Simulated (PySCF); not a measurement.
Al(OH)2(OSiMe3), C3H11AlO3Si, SMILES [OH][Al]([O][Si](C)(C)C)[OH], singlet at its GFN2-xTB optimised geometry (Å):

```
19

Al    -1.2177    -2.3085    -2.6993
O     -1.8357    -1.6341    -4.0844
H     -2.0443    -0.7674    -4.4041
O     -1.0172    -3.9443    -2.5676
H     -1.1552    -4.7265    -3.0834
O     -0.7735    -1.3736    -1.3871
Si    -0.2681    -0.6696     0.0000
C     -0.9558    -1.6634     1.4728
C      1.6378    -0.6696     0.0000
C     -0.9499     1.1133     0.0000
H     -0.6259    -1.2512     2.4212
H     -0.6297    -2.6981     1.4276
H     -2.0419    -1.6649     1.4727
H      2.0265    -1.6822    -0.0510
H      2.0344    -0.2066     0.8980
H      2.0322    -0.1262    -0.8537
H     -2.0344     1.1212    -0.0582
H     -0.5733     1.6822    -0.8450
H     -0.6647     1.6403     0.9049
```

Computed with CAM-B3LYP/def2-SVP in PySCF. Cells within 0.4 Å of a nucleus heavier than hydrogen are left out (blank, or x).

Map of the electrostatic potential (hartree/e), clipped to [-0.08, 0.12] on the plane z = 0.0 Å:

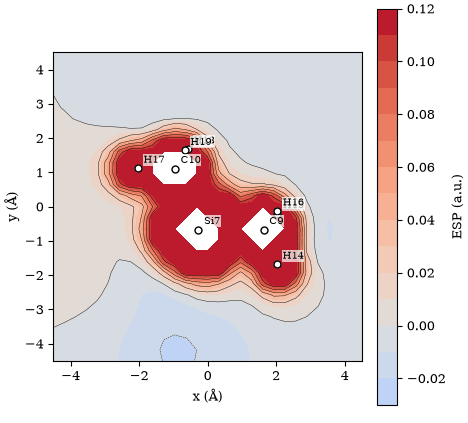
Figure. Electrostatic potential (hartree/e), clipped to [-0.08, 0.12] on the plane z = 0.0 Å.
